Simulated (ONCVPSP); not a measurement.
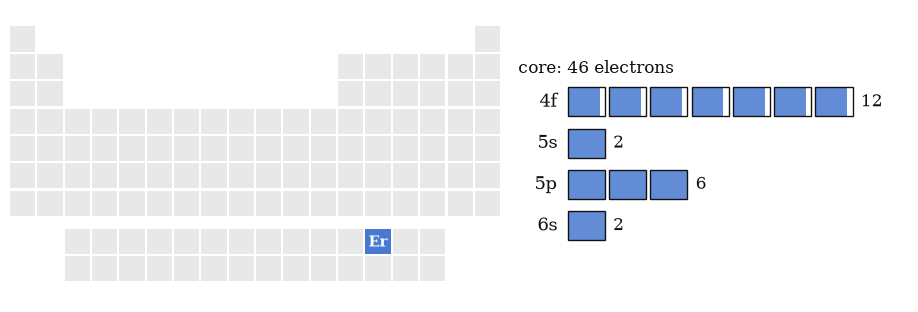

Left, the place of erbium in the periodic table; right, the valence shells of the reference configuration: a box for each of the 2l + 1 orbitals, shaded by the share of the shell that is filled, with the electron count at the right.

**Pseudopotential generation for Er**

System: erbium (Er, Z = 68), core [Kr] 4d10, reference valence 4f12 5s2 5p6 6s2, valence charge 22.
Method: ONCV potential, PBE, scalar-relativistic, made with ONCVPSP 4.0.1.

### Results in brief

- outcome: generated, with a ghost state
- cutoffs needed: 184 Ha and 333 Ha (the cutoffs at which the residual kinetic energy of the hardest occupied pseudo-wave falls to 1 and 0.1 mHa per electron)
- ghost test: GHOST(-) flagged for s at -734.6 eV, p at -462.9 eV; GHOST(+) flagged for s at 94.6 eV, d at 112.8 eV
- configuration tests: 2 of 4 tests not solved
- rms error of d²Exc/dni dnj: 5.69 mHa without and 3.03 mHa with the model core
- largest excitation error among the tests solved: +23 meV (all-electron minus pseudo) for 4f12 5s2 5p6 6s0
- clearest signs, in the scattering phases, of states that the all-electron atom lacks: s near 3.5 Ha
- range over which the phases arctan(r R′/R) at the test radius agree within 0.05 rad (a looser test near the poles than one of phase shifts): s: up to about 3.1 Ha; p: up to about 1.6 Ha; d: over the whole range computed; f: over the whole range computed
- hardware: 1 CPU thread, shared host
- wall time: 6.5 s

### Notes

The potential has a bound ghost state, so it can't be used as it stands. Warnings of the program, in the generation or the tests: wellstate: moderately localized bound state found for n= 5 l= 2; psatom: WARNING lschvkbb convergence error n,l,iter= 4 3 3.

### Input file
```
# ATOM AND REFERENCE CONFIGURATION
# atsym  z   nc   nv     iexc    psfile
  Er 68.00    9    4        4      upf
#
#   n    l    f
    1    0    2.00
    2    0    2.00
    2    1    6.00
    3    0    2.00
    3    1    6.00
    3    2   10.00
    4    0    2.00
    4    1    6.00
    4    2   10.00
    4    3   12.00
    5    0    2.00
    5    1    6.00
    6    0    2.00
#
# PSEUDOPOTENTIAL AND OPTIMIZATION
# lmax
    3
#
#   l,   rc,      ep,       ncon, nbas, qcut
    0    2.10    0.00    4    9    6.00
    1    1.75    0.00    4    9    7.00
    2    2.25    0.15    5    9    4.50
    3    0.80    0.00    4    8   20.40
#
# LOCAL POTENTIAL
# lloc, lpopt,  rc(5),   dvloc0
    4    4    0.50    3.00
#
# VANDERBILT-KLEINMAN-BYLANDER PROJECTORs
# l, nproj, debl
    0    2    2.60
    1    1    1.40
    2    3    1.80
    3    3    3.00
#
# MODEL CORE CHARGE
# icmod, fcfact, rcfact
    3    4.00    1.55
#
# LOG DERIVATIVE ANALYSIS
# epsh1, epsh2, depsh
   -3.00    5.00    0.02
#
# OUTPUT GRID
# rlmax, drl
    6.00    0.01
#
# TEST CONFIGURATIONS
# ncnf
    4
# nvcnf
#   n    l    f
    4
    4    3   12.00
    5    0    2.00
    5    1    6.00
    6    0    1.00
#
    4
    4    3   12.00
    5    0    2.00
    5    1    6.00
    6    0    0.00
#
    4
    4    3   11.00
    5    0    2.00
    5    1    6.00
    6    0    0.00
#
    4
    4    3   13.00
    5    0    2.00
    5    1    6.00
    6    0    0.00
#
```

Run as:
```bash
oncvpsp.x < Er.dat > Er.out
```

### Log (extracts)
```
ONCVPSP  (Optimized Norm-Conservinng Vanderbilt PSeudopotential)
scalar-relativistic version 4.0.1

#   n    l    f        energy (Ha)
    1    0    2.00    -2.1085700E+03
    2    0    2.00    -3.5422781E+02
    2    1    6.00    -3.1327089E+02
    3    0    2.00    -7.9368619E+01
    3    1    6.00    -6.6912222E+01
    3    2   10.00    -5.1332466E+01
    4    0    2.00    -1.5655450E+01
    4    1    6.00    -1.1559801E+01
    4    2   10.00    -6.0764935E+00
    4    3   12.00    -1.1525825E-01
    5    0    2.00    -1.9058635E+00
    5    1    6.00    -9.6958197E-01
    6    0    2.00    -1.4079523E-01

Reference configufation results
  iterations    36
  all-electron total energy (Ha)   -1.30863697D+04

Begin loop to  construct optimized pseudo wave functions
and semi-local pseudopoentials for all angular momenta

Calculating optimized projector #   1

 for l=   0

    Fraction of norm inside rc  0.960185
    Optimizing pswf for qcut=   6.00 a_B^-1,  ecut=  18.02 Ha
    Residual kinetic energy error=  1.42D-06 Ha

    Energy error per electron        Cutoff
         Ha          eV             Ha
         0.01000     0.27211        8.29
         0.00100     0.02721       11.88
         0.00010     0.00272       14.36
         0.00001     0.00027       16.39

Calculating optimized projector #   2

 for l=   0

    Fraction of norm inside rc  0.056077
    Optimizing pswf for qcut=   6.00 a_B^-1,  ecut=  18.02 Ha
    Residual kinetic energy error=  1.57D-06 Ha

    Energy error per electron        Cutoff
         Ha          eV             Ha
         0.01000     0.27211        3.01
         0.00100     0.02721       10.41
         0.00010     0.00272       13.66
         0.00001     0.00027       16.18

Calculating optimized projector #   1

 for l=   1

    Fraction of norm inside rc  0.726517
    Optimizing pswf for qcut=   6.99 a_B^-1,  ecut=  24.45 Ha
    Residual kinetic energy error=  1.07D-05 Ha

    Energy error per electron        Cutoff
         Ha          eV             Ha
         0.01000     0.27211       10.92
         0.00100     0.02721       17.38
         0.00010     0.00272       21.18
         0.00001     0.00027       25.29

WARNING wellstate: moderately localized bound state found for n= 5 l=  2
WARNING scattering state with energy  0.05000000
WARNING will be used for the first projector

   Wellstate for l =  2  n =  5
     eigenvalue =   0.0500
     asymptotic potential =   0.5500
     half-point radius =  3.6690

   Wellstate for l =  2  n =  7
     eigenvalue =   1.8500
     asymptotic potential =   2.3500
     half-point radius =  4.4220

   Wellstate for l =  2  n =  8
     eigenvalue =   3.6500
     asymptotic potential =   4.1500
     half-point radius =  4.1813

Calculating optimized projector #   1

 for l=   2

    Fraction of norm inside rc  0.550211
    Optimizing pswf for qcut=   4.49 a_B^-1,  ecut=  10.09 Ha
    Residual kinetic energy error=  4.48D-04 Ha

    Energy error per electron        Cutoff
         Ha          eV             Ha
         0.01000     0.27211        6.85
         0.00100     0.02721        9.28
         0.00010     0.00272       16.70
         0.00001     0.00027       49.35

Calculating optimized projector #   2

 for l=   2

    Fraction of norm inside rc  0.139473
    Optimizing pswf for qcut=   4.49 a_B^-1,  ecut=  10.09 Ha
    Residual kinetic energy error=  2.02D-03 Ha

    Energy error per electron        Cutoff
         Ha          eV             Ha
         0.01000     0.27211        8.24
         0.00100     0.02721       10.83
         0.00010     0.00272       17.62
         0.00001     0.00027       32.43

Calculating optimized projector #   3

 for l=   2

    Fraction of norm inside rc  0.151262
    Optimizing pswf for qcut=   4.49 a_B^-1,  ecut=  10.09 Ha
    Residual kinetic energy error=  5.91D-03 Ha

    Energy error per electron        Cutoff
         Ha          eV             Ha
         0.01000     0.27211        9.48
         0.00100     0.02721       12.58
         0.00010     0.00272       20.27
         0.00001     0.00027       34.92

   Wellstate for l =  3  n =  5
     eigenvalue =   2.8847
     asymptotic potential =   3.3847
     half-point radius =  1.8779

   Wellstate for l =  3  n =  6
     eigenvalue =   5.8847
     asymptotic potential =   6.3847
     half-point radius =  2.0614

Calculating optimized projector #   1

 for l=   3

    Fraction of norm inside rc  0.599813
    Optimizing pswf for qcut=  20.38 a_B^-1,  ecut= 207.68 Ha
    Residual kinetic energy error=  1.40D-04 Ha

    Energy error per electron        Cutoff
         Ha          eV             Ha
         0.01000     0.27211      162.03
         0.00100     0.02721      183.66
         0.00010     0.00272      332.91

Calculating optimized projector #   2

 for l=   3

    Fraction of norm inside rc  0.109775
    Optimizing pswf for qcut=  20.38 a_B^-1,  ecut= 207.68 Ha
    Residual kinetic energy error=  3.97D-05 Ha

    Energy error per electron        Cutoff
         Ha          eV             Ha
         0.01000     0.27211      154.79
         0.00100     0.02721      180.87
         0.00010     0.00272      200.14
         0.00001     0.00027      261.17

Calculating optimized projector #   3

 for l=   3

    Fraction of norm inside rc  0.051456
    Optimizing pswf for qcut=  20.38 a_B^-1,  ecut= 207.68 Ha
    Residual kinetic energy error=  7.24D-05 Ha

    Energy error per electron        Cutoff
         Ha          eV             Ha
         0.01000     0.27211      156.52
         0.00100     0.02721      183.80
         0.00010     0.00272      204.69
         0.00001     0.00027      270.00

Construct Vanderbilt / Kleinmman-Bylander projectors

B matrix Hermiticity error, ll=   0
   1   2    1.4805E-04

  Orthonormal projector coefficients  3.0422E+01  1.2341E+00

B matrix Hermiticity error, ll=   2
   1   2   -1.2822E-04
   1   3    1.8959E-04
   2   3    1.2278E-04

  Orthonormal projector coefficients  1.5220E+01  1.7057E+00  6.8640E-01

B matrix Hermiticity error, ll=   3
   1   2    1.1022E-03
   1   3   -1.5876E-03
   2   3    4.2739E-04

  Orthonormal projector coefficients -1.0628E+02 -2.0918E+01 -6.3635E+00

Model core correction analysis
  based on d2Exc/dn_idn_j

d2excae - all-electron derivatives

   -1.941867D-02   -1.204459D-02   -9.018659D-03   -1.210047D-03
   -1.204440D-02   -2.605523D-02   -2.260281D-02   -1.387141D-03
   -9.018480D-03   -2.260275D-02   -2.325938D-02   -2.683340D-03
   -1.209795D-03   -1.386734D-03   -2.682342D-03   -2.741767D-02

d2excps - pseudofunction derivatives with no core correction

   -3.943900D-02   -1.918124D-02   -1.115096D-02   -1.696061D-03
   -1.918128D-02   -2.417740D-02   -2.182537D-02   -1.359795D-03
   -1.115081D-02   -2.182522D-02   -2.382218D-02   -2.663070D-03
   -1.695827D-03   -1.359402D-03   -2.662071D-03   -2.742304D-02

rms 2nd derivative error    5.686061E-03

rmatch, rhocmatch    0.7968   21.9980

Teter function model core charge with specified parameters

d2excps - pseudofunction derivatives with core correction

   -2.712246D-02   -1.357629D-02   -8.753779D-03   -1.318855D-03
   -1.357625D-02   -1.924243D-02   -1.856451D-02   -1.094929D-03
   -8.753641D-03   -1.856435D-02   -2.143654D-02   -2.509512D-03
   -1.318606D-03   -1.094510D-03   -2.508510D-03   -2.740146D-02

rms 2nd derivative error    3.028922E-03

Pseudoatom total energy -193.675411

Diagnostic tests using Vanderbilt-Kleinman-Bylander pseudopotentials
  1 or more projectors used as specified by nproj input data

   l    rcore       rmatch      e in        delta e   norm test  slope test

   0   2.1000063   2.1637671  -1.9058635   0.0000012   1.0001473   1.0001384
   0   2.1000063   2.1637671  -0.1407952   0.0000013   1.0000238   1.0000196

   1   1.7550164   1.8083025  -0.9695820  -0.0000060   0.9999967   1.0000097

   2   2.2562976   2.3248036   0.0500000   0.0000041   1.0000853   1.0000853
   2   2.2562976   2.3248036   1.8500000   0.0000153   1.0002091   1.0002091
   2   2.2562976   2.3248036   3.6500000  -0.0000074   1.0005143   1.0005143

   3   0.8015778   0.8259155  -0.1152583  -0.0005667   1.0003163   0.9995051
   3   0.8015778   0.8259155   2.8847418  -0.0008177   1.0007557   1.0007557
   3   0.8015778   0.8259155   5.8847418  -0.0000123   1.0009087   1.0009087

 Testing for bound ghosts
   n   l    E NL Schr. Eq   E Basis Diag.   E Cutoff

       0                      -26.995546     79.60  WARNING - GHOST(-)
   1   0       -1.905862       -1.905807     79.60
   2   0       -0.140794       -0.104435     79.60

       1                      -17.011612     98.30  WARNING - GHOST(-)
   2   1       -0.969588       -0.969428     98.30

   3   2       -0.033604       -0.016356    108.74

   4   3       -0.115825       -0.082446    767.47

 Testing for highly-localized positive-energy ghosts
       l    <radius>/rc     E Basis Diag.   E Cutoff

       0        0.636748        3.477387     79.60  WARNING - GHOST(+)

       2        0.184254        4.146172    108.74  WARNING - GHOST(+)

Test configuration 0

   n   l     f        eae           eps        diff
   1   0  2.0000-2108.56997619
   2   0  2.0000 -354.22780503
   2   1  6.0000 -313.27089243
   3   0  2.0000  -79.36861949
   3   1  6.0000  -66.91222212
   3   2 10.0000  -51.33246577
   4   0  2.0000  -15.65544984
   4   1  6.0000  -11.55980146
   4   2 10.0000   -6.07649350
   4   3 12.0000   -0.11525825   -0.11582499   -5.67D-04
   5   0  2.0000   -1.90586348   -1.90586232    1.16D-06
   5   1  6.0000   -0.96958197   -0.96958801   -6.04D-06
   6   0  2.0000   -0.14079523   -0.14079396    1.27D-06

    Total energies and differences
      AE_ref= -1.30863697D+04  AE_tst= -1.30863697D+04  dif=  0.00D+00
      PS_ref= -1.93675411D+02  PS_tst= -1.93675411D+02  dif=  3.41D-13
      PSP excitation error= -3.41D-13

Test configuration 1

   n   l     f        eae           eps        diff
   1   0  2.0000-2108.81267531
   2   0  2.0000 -354.46951302
   2   1  6.0000 -313.51273759
   3   0  2.0000  -79.60899947
   3   1  6.0000  -67.15262835
   3   2 10.0000  -51.57299506
   4   0  2.0000  -15.89635261
   4   1  6.0000  -11.80091098
   4   2 10.0000   -6.31788778
   4   3 12.0000   -0.35717250   -0.35801541   -8.43D-04
   5   0  2.0000   -2.15041542   -2.15015343    2.62D-04
   5   1  6.0000   -1.21359491   -1.21359905   -4.14D-06
   6   0  1.0000   -0.33288333   -0.33286561    1.77D-05

    Total energies and differences
      AE_ref= -1.30863697D+04  AE_tst= -1.30861342D+04  dif=  2.35D-01
      PS_ref= -1.93675411D+02  PS_tst= -1.93440708D+02  dif=  2.35D-01
      PSP excitation error=  7.84D-04

Test configuration 2

   n   l     f        eae           eps        diff
   1   0  2.0000-2109.09845160
   2   0  2.0000 -354.75338343
   2   1  6.0000 -313.79680787
   3   0  2.0000  -79.89071923
   3   1  6.0000  -67.43438579
   3   2 10.0000  -51.85494456
   4   0  2.0000  -16.17887930
   4   1  6.0000  -12.08374539
   4   2 10.0000   -6.60113079
   4   3 12.0000   -0.64079225   -0.64216487   -1.37D-03
   5   0  2.0000   -2.43733298   -2.43665749    6.75D-04
   5   1  6.0000   -1.49837170   -1.49828576    8.59D-05

    Total energies and differences
      AE_ref= -1.30863697D+04  AE_tst= -1.30856947D+04  dif=  6.75D-01
      PS_ref= -1.93675411D+02  PS_tst= -1.93001252D+02  dif=  6.74D-01
      PSP excitation error=  8.35D-04

Test configuration 3

psatom: WARNING lschvkbb convergence error n,l,iter=   4   3   3
ea(ii),et,emin,emax -1.158250E-01 -1.274075E-01 -1.274075E-01 -1.274075E-01
run_config: WARNING for fully non-local PS atom, stg. 1
 WARNING no output for configuration 4

Test configuration 4

sratom: WARNING failed to converge
run_config: WARNING  for AE atom,
 WARNING no output for configuration 5
run_config: WARNING self-consistency failed to converge
```

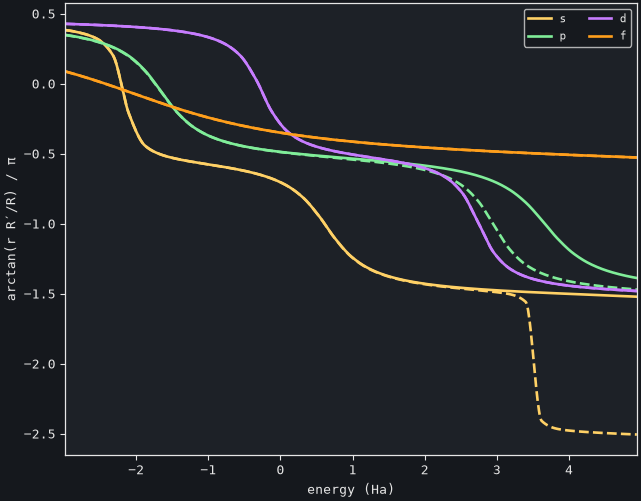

Unwrapped phase arctan(r R′/R) in units of π against energy, all-electron (solid) and pseudo (dashed); the pseudo phase is matched to the all-electron one at the reference energy. Here R(r) is the radial function. A near-vertical step is a level narrower than the spacing of the points behind the curves.

- Range over which the phases agree within 0.05 rad: s: up to about 3.1 Ha; p: up to about 1.6 Ha; d: over the whole range drawn; f: over the whole range drawn.
- Ghost states: Going away from the reference energies, the phases part by more than π/2 in: s at about 3.5 Ha (above its reference energy, pseudo phase lower, at the flagged ghost). Such a step is either a state that only one of the two atoms has or an ordinary level shifted in energy. The separate test gives: GHOST(-) flagged for s at -734.6 eV, p at -462.9 eV; GHOST(+) flagged for s at 94.6 eV, d at 112.8 eV. The bound ghosts lie below the range of the plot.

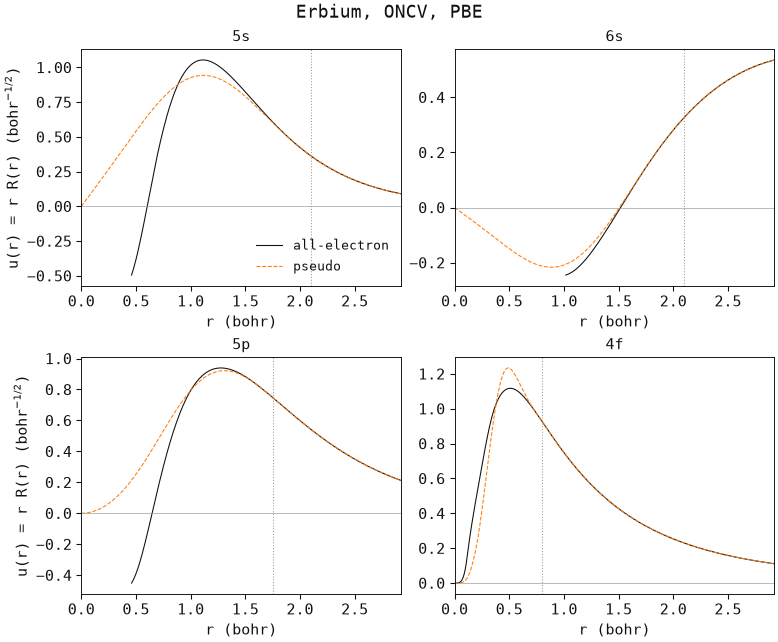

All-electron valence functions (solid) with their pseudo partners (dashed). Dotted lines mark the matching radii. The innermost oscillations of some all-electron curves aren't drawn. Pseudo-waves: 5s has no node; 6s has a node at about 1.5 bohr; 5p has no node; 4f has no node. A node in 6s is expected, since a lower shell of the same l is also in the valence and the two must stay orthogonal.

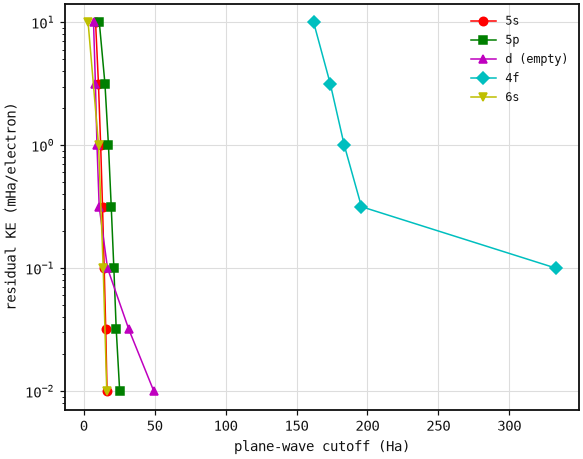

Residual kinetic energy of the pseudo-waves (the first of each channel, and further valence shells) beyond the plane-wave cutoff, as the generator prints it.

- Cutoffs for 1 mHa per electron: 4f: 184 Ha; 5p: 17 Ha; 5s: 12 Ha; 6s: 10 Ha; d (empty): 9.3 Ha.
- Hardest wave at 1 mHa per electron: 4f, with rc = 0.80 bohr and qcut = 20.4 1/bohr. The optimisation minimises, but can't always remove, the kinetic energy above qcut²/2 = 208.1 Ha, and a larger rc would as a rule soften the wave at some cost in transferability.
- Cutoffs for the occupied states: 184 Ha for 1 mHa and 333 Ha for 0.1 mHa per electron. The first is set by 4f. The potential isn't sound: its ghost test gives GHOST(-) flagged for s at -734.6 eV, p at -462.9 eV; GHOST(+) flagged for s at 94.6 eV, d at 112.8 eV.
